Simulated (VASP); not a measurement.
Band structure of CuAu (L1_0). Method: optB86b-vdW, VASP's PBE PAW potentials (set 64) (plane waves; VASP).

Unless said otherwise, spin-orbit coupling is left out, though it shifts the bands of the heavy elements here.

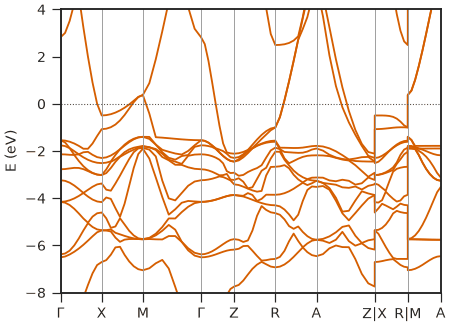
Figure: Bands along high-symmetry lines, zero at the valence-band maximum or, without a gap, the Fermi level

Question: Read the plot: is there a gap, and where are the band edges?

Answer: It has no gap at this level: it comes out as a metal or semimetal. (Edges off the drawn lines would not show.)

The compound is CuAu in the L1_0 structure. It was relaxed first.
